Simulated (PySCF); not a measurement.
C4H8Si: NMR shielding calculation

System: C4H8Si.
Method: GIAO CAM-B3LYP/pcSseg-2 NMR shielding, non-relativistic, gas phase (PySCF 2.14.0).

The geometry comes from this level: PBE0-D3(BJ)/def2-SVP. Figures and captions count atoms from 1; the log counts them from 0 in places.

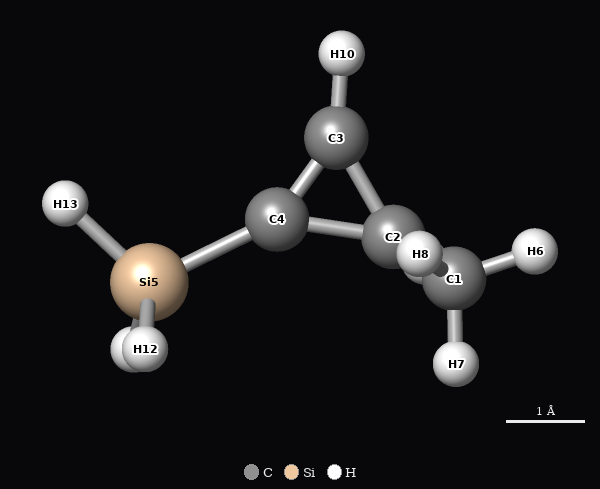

Figure 1. The structure (ball-and-stick view, seen at a tilt; atoms are numbered from 1 in the order of the input). Bond lengths as drawn: C–C 1.31 to 1.52 Å, C–H 1.09 to 1.10 Å, C–Si 1.84 Å and H–Si 1.49 Å.

### Input
```
{"job": {"kind": "nmr", "xc": "CAM-B3LYP", "basis": "pcSseg-2", "pop": false}, "charge": 0, "multiplicity": 1}
C      1.743810    -0.942335     0.373171
C      0.903176    -0.422644    -0.770043
C      0.357758     0.956438    -0.791631
C     -0.535929     0.031517    -0.556961
Si    -2.258098    -0.512519    -0.180505
H      2.815679    -0.752445     0.198791
H      1.619051    -2.030300     0.497709
H      1.463964    -0.457975     1.321670
H      1.139873    -0.898407    -1.737084
H      0.576269     2.017512    -0.898407
H     -2.720347    -1.464924    -1.235199
H     -2.282225    -1.220090     1.135408
H     -3.183289     0.658322    -0.127690
```

The first line tells a small driver script what to run in PySCF; the rest is the geometry in Å.

Machine: 1 CPU thread, shared host.

Launched with:
```bash
OMP_NUM_THREADS=1 python <driver script> task.json out
```

### Output
```
coarse grid: 10928 points
cycle   1  E = -446.5869352533  dE =  5.205e-01  |g| = 3.117e-01  |ddm| = 2.432e+00
cycle   2  E = -446.5990316626  dE = -1.210e-02  |g| = 2.458e-01  |ddm| = 5.070e-01
cycle   3  E = -446.6135617912  dE = -1.453e-02  |g| = 4.281e-02  |ddm| = 2.098e-01
cycle   4  E = -446.6139013834  dE = -3.396e-04  |g| = 2.587e-02  |ddm| = 5.995e-02
cycle   5  E = -446.6140494755  dE = -1.481e-04  |g| = 5.795e-03  |ddm| = 2.360e-02
cycle   6  E = -446.6140570706  dE = -7.595e-06  |g| = 1.435e-03  |ddm| = 5.476e-03
final grid: 99736 points
cycle   7  E = -446.6257155594  dE = -4.171e-05  |g| = 3.724e-03  |ddm| = 2.517e-02
cycle   8  E = -446.6257154003  dE =  1.590e-07  |g| = 3.747e-03  |ddm| = 5.701e-03
cycle   9  E = -446.6257187622  dE = -3.362e-06  |g| = 4.745e-04  |ddm| = 2.946e-03
cycle  10  E = -446.6257187975  dE = -3.527e-08  |g| = 2.849e-04  |ddm| = 5.936e-04
cycle  11  E = -446.6257188163  dE = -1.876e-08  |g| = 5.181e-05  |ddm| = 2.405e-04
cycle  12  E = -446.6257188168  dE = -5.763e-10  |g| = 1.293e-05  |ddm| = 5.450e-05
```

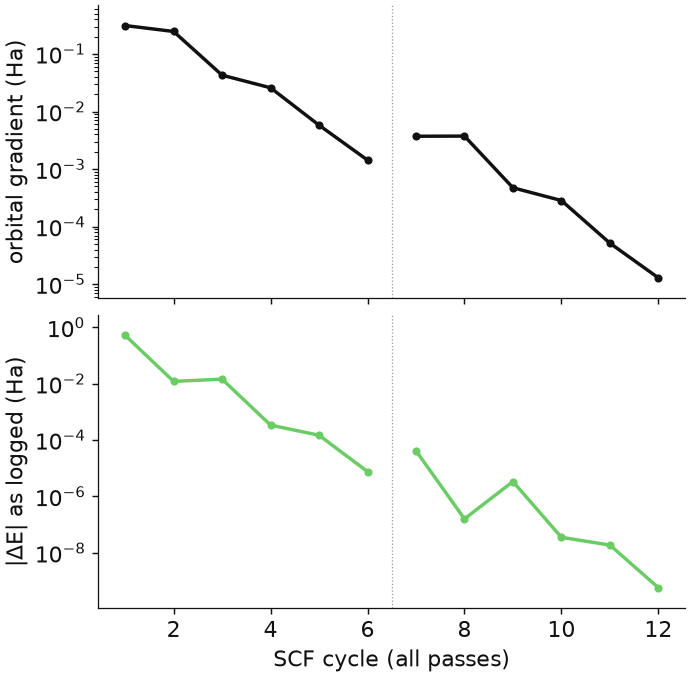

Figure 2. Convergence of the self-consistent field: orbital gradient and size of the energy change against the SCF cycle. The dotted line marks the change from a coarse to the final integration grid. The first 6 cycles use a coarse grid, the final grid takes over at cycle 7, and the field converges after 12 cycles in all.

```
converged SCF energy = -446.6257188168

GIAO shielding tensors (ppm)
atom      isotropic    diamagn.    paramagn.     s11        s22        s33       span
  0 C      156.836     237.550     -80.715    129.234    154.581    186.692     57.458
  1 C      166.645     240.995     -74.350    116.832    139.509    243.593    126.760
  2 C       27.732     256.727    -228.994   -146.626     58.659    171.164    317.790
  3 C       46.428     257.688    -211.260   -105.376     45.038    199.622    304.999
  4 Si     417.896     876.934    -459.038    385.129    421.309    447.250     62.120
  5 H       29.727      29.027       0.700     25.857     27.764     35.559      9.702
  6 H       29.684      29.552       0.132     25.883     28.166     35.004      9.120
  7 H       31.261      29.875       1.386     28.274     29.198     36.311      8.037
  8 H       29.646      29.790      -0.145     23.454     27.363     38.120     14.665
  9 H       22.751      31.571      -8.820     17.585     24.702     25.965      8.380
 10 H       27.035      28.346      -1.311     24.178     25.321     31.607      7.429
 11 H       27.009      28.979      -1.970     24.129     25.673     31.227      7.098
 12 H       26.954      28.461      -1.506     23.769     25.703     31.391      7.622
```

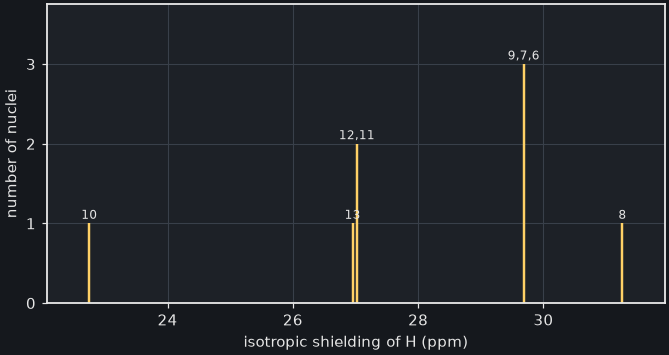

Figure 3. Isotropic shieldings of the hydrogen nuclei in this fixed geometry, labelled by atom number; shielding grows to the right, so chemical shift grows to the left. The least shielded is H10 (22.8 ppm), the most shielded H8 (31.3 ppm).

### Summary

- outcome: converged
- total energy: −446.625719 hartree
- HOMO: −8.58 eV
- LUMO: 0.51 eV
- dipole moment: 0.53 D
- isotropic shielding, C: 27.7 to 166.6 ppm
- isotropic shielding, Si: 417.9 ppm
- isotropic shielding, H: 22.8 to 31.3 ppm
- wall time: 53 s
- peak memory: 1.4 GiB
